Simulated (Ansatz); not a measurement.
## MoS2, response to strain

The reference is MoS$_{2}$ (space group P6_3/mmc, No. 194; a = 3.1493 Å, c = 12.0895 Å; layered, stacked along the Cartesian z axis).

Strains are applied to the cell and any free atomic positions relax.

All numbers come from PBE-D3(BJ) (Ansatz, an electronic-structure program, PAW, no spin-orbit coupling).

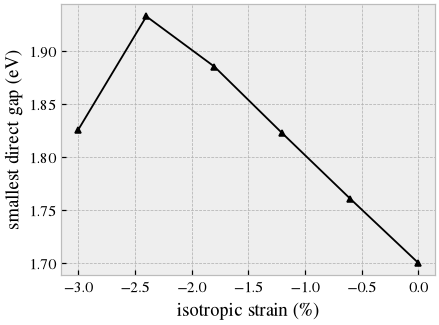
*Smallest direct gap against isotropic strain*

**Question.** From the plot, what is the smallest direct gap for isotropic strain −1.80 %?

**Answer.** About 1.89 eV.

**Question.** Is the trend monotonic over the range shown?

**Answer.** No, it turns within the range, spanning 1.70 eV to 1.93 eV.

Whether these cells are dynamically stable was not tested.
